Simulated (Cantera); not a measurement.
Charge: 1 mol CH₄, a varied amount of CO₂, 82 mol H₂, at 1075 K and 0.00133 bar.

Equilibrium computed with Cantera from the NASA thermochemical tables; the gas is ideal and each condensed phase is pure. Candidate condensed phases: C, C₆H₆, C₇H₈, C₈H₁₈, H₂O; 110 gas species. Equilibrium is a limit: real reactors are often held back by kinetics, nucleation or transport.

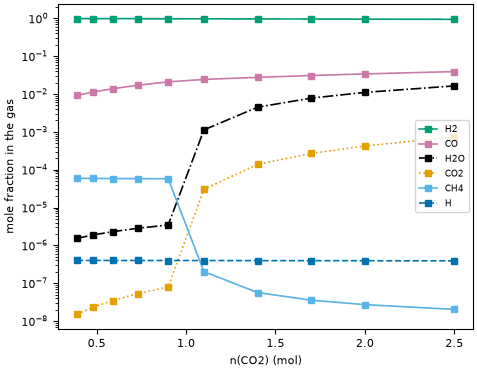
Figure: Equilibrium gas composition (values under 1e-9 drawn at 1e-9)

From 0.39 mol CO₂ to 0.9 mol CO₂ the condensed part is C(graphite). From 1.1 mol CO₂ to 2.5 mol CO₂ nothing is condensed. The main C-bearing gas is CO throughout.
